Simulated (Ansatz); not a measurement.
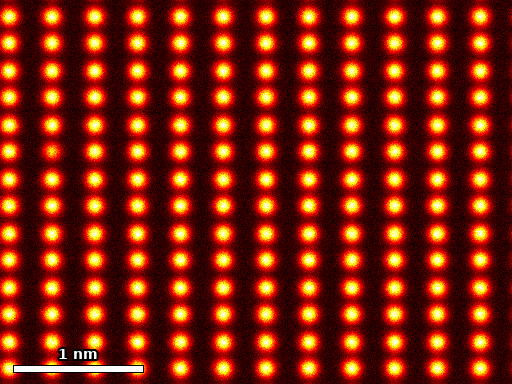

Z-contrast image of Br (Cmce, No. 64) along [010]. Simulated incoherent Z contrast: every atom adds Z^1.6 spread by a probe of 1.01 Å full width; channelling and multiple scattering are left out. The probe carries 15 % of its weight in a tail 2.5 times as wide. The display is stretched by a gamma of 0.8; percentages refer to the linear signal. Shot noise was added.

The sample is 3 repeats (11.8 Å) thick. One point defect was put into the perfect crystal, without relaxing the atoms around it. Brightness is counted from the darkest point of the image. Host structure: coordinates from a relaxation with DFT LDA, scalar-relativistic, plane waves, PAW in Ansatz 0.2.0.

Q: Where is the defect (in Å from the left and the top edge), and what does its contrast suggest?

A: At about 4 Å from the left and 12 Å from the top. The column is dimmer, which points to a vacancy or a lighter atom. The column holds 3 atoms (Br) through the sample, and one Br atom is missing, so its peak drops to about 65 % of that of its equals.
